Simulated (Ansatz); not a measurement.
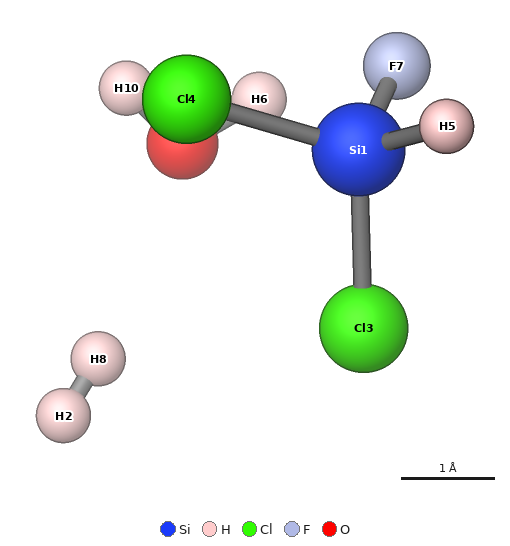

**Figure 1.** The input geometry (ball-and-stick view, seen at a tilt; atoms are numbered from 1 in the order of the input).

## SiH₅Cl₂OF: single-point calculation

SiH₅Cl₂OF, computed with RKS PBE0-D4/def2-TZVPP (Ansatz 0.2.0).

The geometry is the product side of a reaction. The geometry comes from this level: PBE0-D4/def2-TZVP.

### The program's output
```
Functional definition: PBE0
  name "PBE0"
  cite "Adamo & Barone, J. Chem. Phys. 110, 6158 (1999) doi:10.1063/1.478522"
  cite "Perdew, Burke & Ernzerhof, Phys. Rev. Lett. 77, 3865 (1996) doi:10.1103/PhysRevLett.77.3865"
  parent pbe
  parameter a = 0.25
  parameter kappa = 0.804
  parameter beta = 0.06672455060314922
  exchange = (1 - a)*pbe_x(kappa = kappa, mu = beta*pi^2/3) + a*exact_x
  correlation = pbe_c(beta = beta)
1543 factors; their error is unknown
mean field evaluation 1: about -37753.9500 eV, gradient 5.9e1 eV
mean field evaluation 2: about -37747.3557 eV, gradient 8.6e1 eV
mean field evaluation 4: about -37759.1572 eV, gradient 1.7e0 eV
mean field evaluation 8: about -37759.1611 eV, gradient 2.4e-2 eV
mean field evaluation 16: about -37759.2566 eV, gradient 7.4e-5 eV
mean field -37759.25664907 eV, -1387.6270877100 hartree, gradient 7.4e-5 eV, S^2 0.000000; 0 other end points of the search recorded, 0 dependent functions left out
reference -37759.25668325 eV, -1387.6270889659 hartree; 35, 35 occupied and 223, 223 virtual orbitals, 1543 factors
Total energy: -37759.45130778 eV, -1387.6342412855 hartree
```

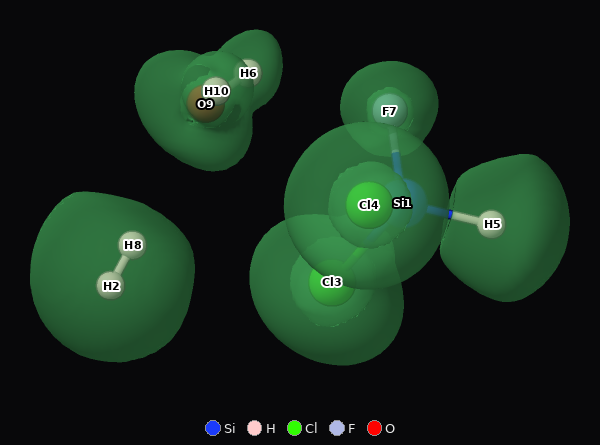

**Figure 2.** Isosurface of the ELF at 0.75 (green), seen face on. Only the valence region is drawn (cores and ρ < 0.01 e/Å³ removed). Profiles from the grid: F7···H6 (2.36 Å): the ELF is only about 0 between them (by its geometry a hydrogen bond between the two molecules, with no shared pair). Si–F (1.59 Å): the ELF peaks at about 0.85 between the atoms (a shared but strongly polarised pair).

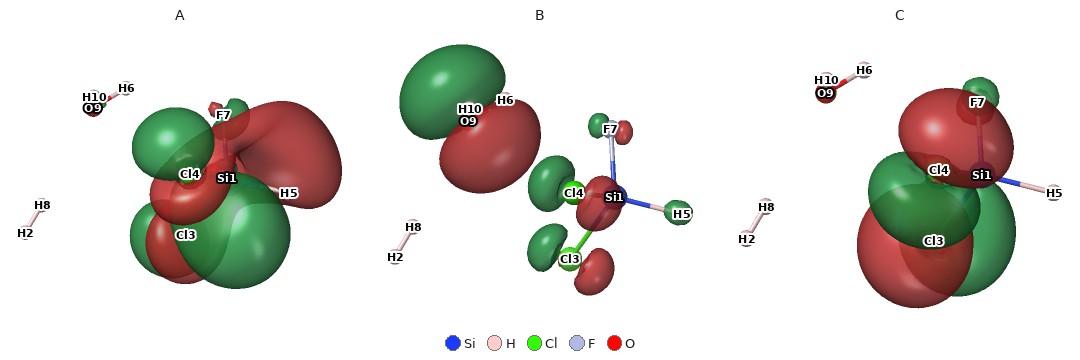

**Figure 3.** Three frontier orbitals at ±0.08 Å⁻³ᐟ² (green and red are the two phases). C is the HOMO−1 (−9.70 eV). B is the HOMO (−8.93 eV). A is the LUMO (0.14 eV). Its weight (Hirshfeld) is mainly on Si1 (50 %), Cl4 (20 %), Cl3 (20 %) and H5 (10 %). The HOMO–LUMO gap is 9.07 eV between the orbital energies.

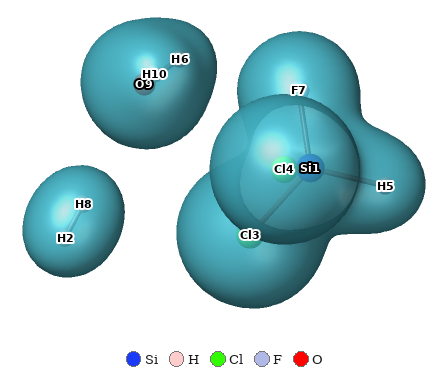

**Figure 4.** Isosurface of the electron density at 0.1 e/Å³ (cyan), seen face on. At this value the surface falls into three separate pieces. It is pinched off along the F···H (2.36 Å) contacts. On the grid the lowest density along these lines, outside the cores, is 0.06 e/Å³ (F···H, 2.36 Å), 1 e/Å³ (Si–F, 1.59 Å), 0.75 e/Å³ (Si–Cl, 2.01 Å) and 1.8 e/Å³ (H–H, 0.75 Å).

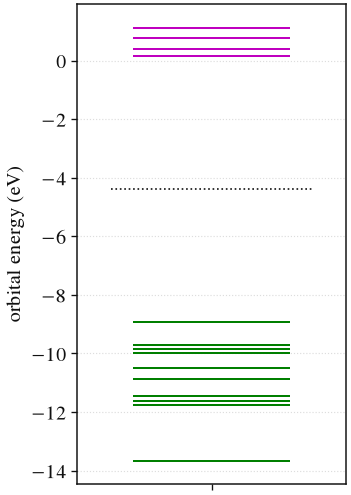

**Figure 5.** Orbital energies near the frontier; the dotted line parts filled from empty levels, and levels within 0.02 eV of each other stand side by side. Highest filled −8.93 eV, lowest empty 0.14 eV, 9.07 eV apart.

The run was set up as follows.

### Input file
```yaml
crystal:
  periodic: [false, false, false]
  atoms:
    - {symbol: Si, position_ang: [-1.487265, 1.086427, -0.063433]}
    - {symbol: H, position_ang: [2.215575, -1.367558, -2.045846]}
    - {symbol: Cl, position_ang: [-1.367579, -0.197939, -1.611413]}
    - {symbol: Cl, position_ang: [0.173390, 2.241162, 0.062704]}
    - {symbol: H, position_ang: [-2.674356, 1.939575, -0.192023]}
    - {symbol: H, position_ang: [0.262206, -1.140011, 1.549901]}
    - {symbol: F, position_ang: [-1.616457, 0.259783, 1.286998]}
    - {symbol: H, position_ang: [1.884547, -1.382209, -1.375186]}
    - {symbol: O, position_ang: [1.068418, -1.103266, 1.029072]}
    - {symbol: H, position_ang: [1.541519, -0.335961, 1.359326]}
basis:
  gaussian: {orbitals: def2-TZVPP}
hamiltonian: {xc: pbe0, dispersion: d4}
output: {orbitals: {seedname: orbitals}}
```

Launch command:
```bash
ansatz run in.yaml --threads 8 --pin off --events-out ev --progress --plain --max-ram 19148MiB
```

### Summary

| quantity | value |
| --- | --- |
| outcome | converged |
| total energy | −37759.4513 eV |
| mean-field energy | −37759.2567 eV |
| dispersion energy | −0.1946 eV |
| SCF solution under orbital rotations | stable |
| HOMO | −8.93 eV |
| LUMO | 0.14 eV |
| hardware | 8 threads of Arm Neoverse V2, 23 GiB of memory available, shared host |
| wall time | 2.1 s (CPU time 14 s) |
| peak memory | 0.77 GiB |
